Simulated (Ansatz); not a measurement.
# InHF (SMILES [F][InH]) at UCCSDTQ/STO-3G

What is the vertical ionisation energy of InHF at UCCSDTQ/STO-3G? 

Program for the calculation: Ansatz 0.2.0.

65 further runs of the same task are left out: 9 that didn't finish, 56 set aside as unsound or not needed.

## 1. The molecule

The species is InHF (3 atoms), meant as a doublet with charge 0. As SMILES, `[F][InH]`. Geometry: relaxed at PBE0-D4/def2-TZVP.

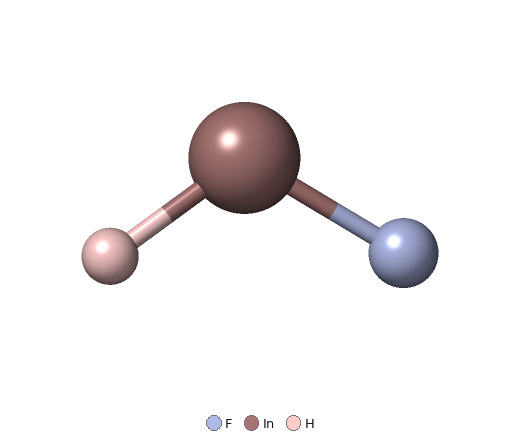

The structure, seen from a chosen angle (fluorine light blue, indium brown, hydrogen pink).

## 2. The energy at UCCSDTQ/STO-3G

job.yaml

```yaml
crystal:
  periodic: [false, false, false]
  atoms:
    - symbol: F
      position_ang: [1.088400, 0.989500, 0.694300]
    - symbol: In
      position_ang: [-0.522500, 0.355100, -0.244800]
    - symbol: H
      position_ang: [-0.576900, -1.409400, -0.462800]
basis:
  gaussian: {orbitals: STO-3G}
magnetization: {spin_polarized: true, initial_magnetization: 1}
correlation: {method: ccsdtq, frozen_orbitals: {F: 1, H: 0, In: 18}}
accuracy: high
scf: {omitted_lower_state_checks: [cluster_reference, increment]}
```

Started as:

```console
$ ansatz run job.yaml --threads 1 --pin off --max-ram 2610MiB --events-out events.jsonl --progress --plain --runs-dir runs
```

Log, shortened:

```text
Warning: RAYON_NUM_THREADS=1 ignored (pool sized by the plan → 1); use --threads N
Functional definition: HF
  name "HF"
[...]
590 factors; integrals over basis functions are off by at most 4.0e-9 eV
[...]
mean field -157320.88186824 eV, -5781.4357727342 hartree, gradient 2.4e-8 eV, S^2 0.758704; 0 other end points of the search recorded, 0 dependent functions left out
19 core orbitals not correlated: weight in the atoms' cores, before any rotation towards them, 1.000 or more for the frozen orbitals, at most 0.000 for the correlated occupied ones
reference -157320.88186824 eV, -5781.4357727342 hartree; 11, 10 occupied and 3, 4 virtual orbitals, 590 factors
second order -1.15164047 eV of doubles, -0.00000000 eV of singles
cycle   1  -1.27846092 eV  change   -1.3e-1 eV  update   1.2e-1
[...]
cycle  40  -1.76866955 eV  change   5.3e-10 eV  update   1.9e-9
Total energy: -157322.65053779 eV, -5781.5007701413 hartree
Checks for a lower state left out: cluster_reference, increment
```

It took 2.1 min on 1 thread of Arm Neoverse V2, shared host; peak memory 0.97 GiB.

## 3. The singlet cation

job.yaml

```yaml
crystal:
  periodic: [false, false, false]
  atoms:
    - {symbol: F, position_ang: [1.088400, 0.989500, 0.694300]}
    - {symbol: In, position_ang: [-0.522500, 0.355100, -0.244800]}
    - {symbol: H, position_ang: [-0.576900, -1.409400, -0.462800]}
basis:
  gaussian: {orbitals: STO-3G}
total_charge: 1
correlation: {method: ccsdtq, frozen_orbitals: {F: 1, H: 0, In: 18}}
accuracy: high
scf: {omitted_lower_state_checks: [cluster_reference, increment]}
```

Started as:

```console
$ ansatz run job.yaml --threads 1 --pin off --max-ram 2610MiB --events-out events.jsonl --progress --plain --runs-dir runs
```

Log, shortened:

```text
Warning: RAYON_NUM_THREADS=1 ignored (pool sized by the plan → 1); use --threads N
Functional definition: HF
  name "HF"
[...]
590 factors; integrals over basis functions are off by at most 4.0e-9 eV
[...]
mean field -157316.18937595 eV, -5781.2633268233 hartree, gradient 1.2e-8 eV, S^2 0.000000; 0 other end points of the search recorded, 0 dependent functions left out; unrestricted orbitals would lower it
19 core orbitals not correlated: weight in the atoms' cores, before any rotation towards them, 1.000 or more for the frozen orbitals, at most 0.000 for the correlated occupied ones
reference -157316.18937595 eV, -5781.2633268233 hartree; 10, 10 occupied and 4, 4 virtual orbitals, 590 factors
second order -1.68037666 eV of doubles, -0.00000000 eV of singles
cycle   1  -1.74101907 eV  change   -6.1e-2 eV  update   1.8e-1
[...]
cycle  49  -2.58810347 eV  change  -3.5e-10 eV  update   1.1e-9
Total energy: -157318.77747942 eV, -5781.3584378714 hartree
Checks for a lower state left out: cluster_reference, increment
```

Wall time 21 s (1 thread of Arm Neoverse V2, shared host); peak memory 0.66 GiB.

## 4. Results

Level: UCCSDTQ/STO-3G, 19 core orbitals frozen.

```
                                                    quantity           value
                                  doublet InHF: total energy  -5781.50077 Eh
  doublet InHF: correlation energy (19 core orbitals frozen)       -65.0 mEh
             doublet InHF: ⟨S²⟩ of the reference determinant           0.759
                                 doublet InHF: T1 diagnostic           0.024
                                singlet cation: total energy  -5781.35844 Eh
singlet cation: correlation energy (19 core orbitals frozen)       -95.1 mEh
                               singlet cation: T1 diagnostic           0.040
          vertical ionisation energy (to the singlet cation)        3.873 eV
```

**Reading.** Removing an electron at fixed nuclei costs 3.87 eV (89 kcal/mol). Only the singlet of the ionised species was computed; a triplet could lie lower. In a minimal basis such a difference can be off by several eV, whatever the method. Relativity is left out (doublet InHF) although the molecule holds a heavy atom. The restricted solution (singlet cation) is unstable to spin breaking: an unrestricted one lies lower. Relativity is left out (singlet cation) although the molecule holds a heavy atom.
